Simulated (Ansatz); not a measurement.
## Electronic structure of O2Si (quintet) in real space

```xyz
3

Si    0.1261   -0.3565   -0.6246
O    -1.2285   -0.4013    0.3875
O     1.1024    0.7578    0.2370
```

Geometry: PBE0-D4/def2-TZVP.

Method: UKS PBE0-D4/def2-TZVP in Ansatz.

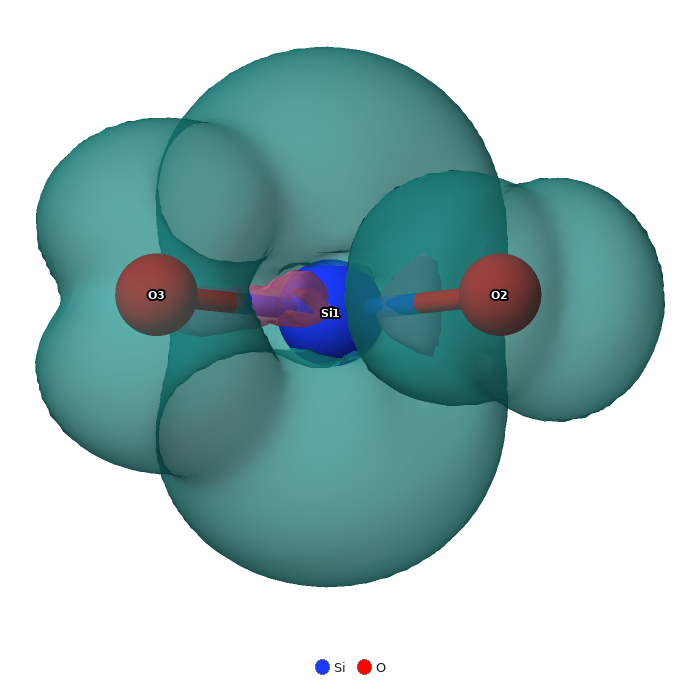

Figure 1. Isosurfaces of the spin density (α minus β) at +0.02 (teal) and −0.02 e/Å³ (pink), seen from one side.

### Where is the unpaired spin?

The unpaired spin (4 electrons) lies mostly on Si1 (about 1.7), O2 (about 1.1) and O3 (about 1.1), in electrons by Hirshfeld's partition.

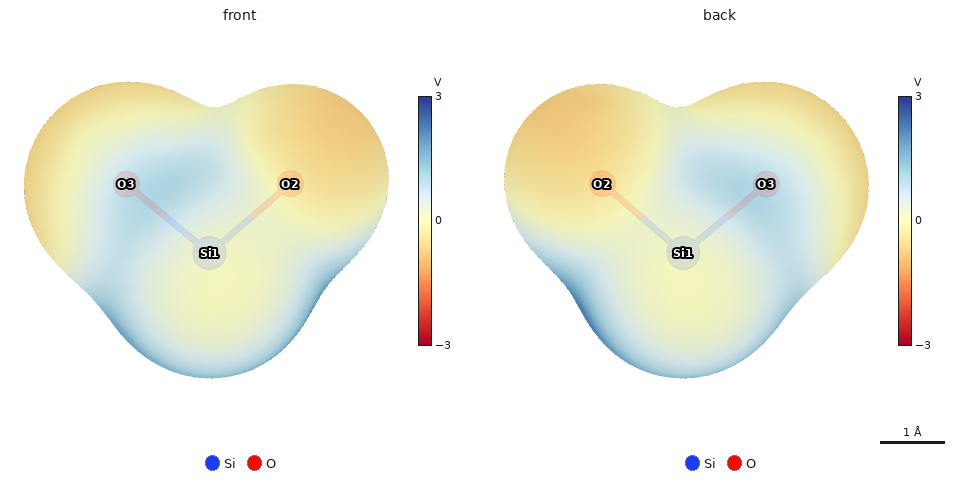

Figure 2. The molecular electrostatic potential painted on the density surface at 0.002 e/bohr³, seen from the front and from behind; the colour scale runs from red (negative) to blue (positive).

### Describe the electrostatic potential map.

The most negative region (about −0.8 V) lies over O2, the most positive (about +2.2 V) over Si1.

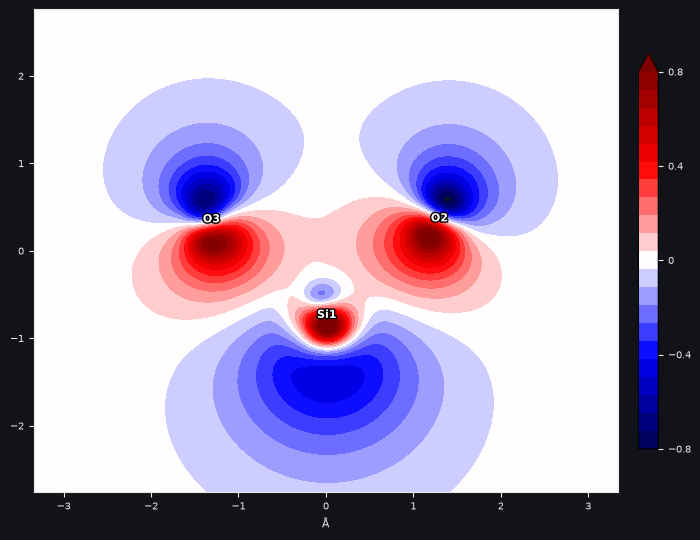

Figure 3. The HOMO−1 (α) on the molecular plane (values in Å⁻³ᐟ²; the overall sign is arbitrary).

### What is the character of this orbital?

By Hirshfeld shares it lies mainly on Si1 (about 65 %), O2 (about 15 %) and O3 (about 15 %); it is symmetric in the molecular plane (an in-plane orbital: σ, lone-pair or in-plane π type). Its energy is −9.40 eV.
